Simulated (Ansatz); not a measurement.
# BN (zinc blende), energy over volume and axial ratio

BN (zinc blende)

```yaml
crystal:
  lattice:
    - [0.00000, 1.81236, 1.81236]
    - [1.81236, 0.00000, 1.81236]
    - [1.81236, 1.81236, 0.00000]
  atoms:
    - { symbol: N, position: [0.75000, 0.75000, 0.75000] }
    - { symbol: B, position: [0.00000, 0.00000, 0.00000] }
```

The relaxed cell is deformed in two ways at once: its volume V is scaled, and at that volume it is stretched along z (the c axis of the conventional cell) so that c/a changes. Fractional atomic positions are held.

Level of theory: PBE (plane waves to 420 eV, PAW, scalar-relativistic; Ansatz, an electronic-structure program). k mesh 16×16×16 (Γ-centred), Fermi-Dirac smearing 0.05 eV. The energy includes the smearing's −TS. BN was relaxed with its symmetry unable to fall. The zero of ΔE is the relaxed starting cell.

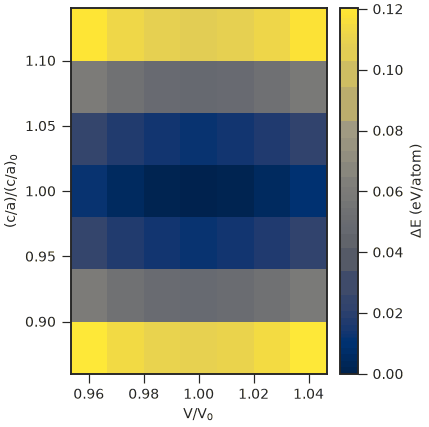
Figure: ΔE (eV/atom) over the 7×7 grid of computed points.

The shear modulus C′ = (C11 − C12)/2 (fit, atoms clamped) comes out as 305 GPa. Lowest place on the grid: V/V₀ = 1.000, (c/a)/(c/a)₀ = 1.000 (0.0 meV/atom). Highest place on the grid: V/V₀ = 0.960, (c/a)/(c/a)₀ = 0.880 (120.2 meV/atom).

Near the relaxed cell σzz − σxx = −2Cδ (compression positive), C being this modulus and δ the logarithm of the ratio.

(A scan under strain: stresses follow from slopes of the energy per volume, elastic moduli from its curvatures.)
